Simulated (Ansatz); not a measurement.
The parent structure is InAgTe$_{2}$ in the chalcopyrite structure (space group I-42d, No. 122; a = 6.354 Å, c = 12.637 Å).

One thing is altered: every lattice vector is shortened by 2.25 %, atoms relaxed at fixed cell.

The values are results of LDA, PAW, 420 eV (Ansatz, a program for electronic structure; no SOC), not measurements.

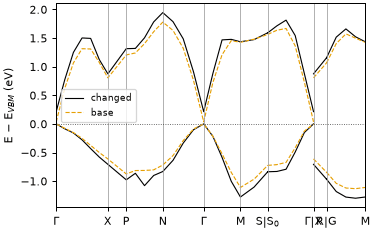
Figure: Highest valence and lowest conduction band along the path, each from its own valence-band maximum

Question: Read the changed gap and its character from the plot.

Answer: About 0.21 eV, direct at Γ.

Spin-orbit coupling, missing from the scalar runs, can matter with Te. The cells carry an imposed strain or load. No phonon test of stability was made. The final runs are not spin-polarised. The zero or small gap of InAgTe2 can change with the level of theory.
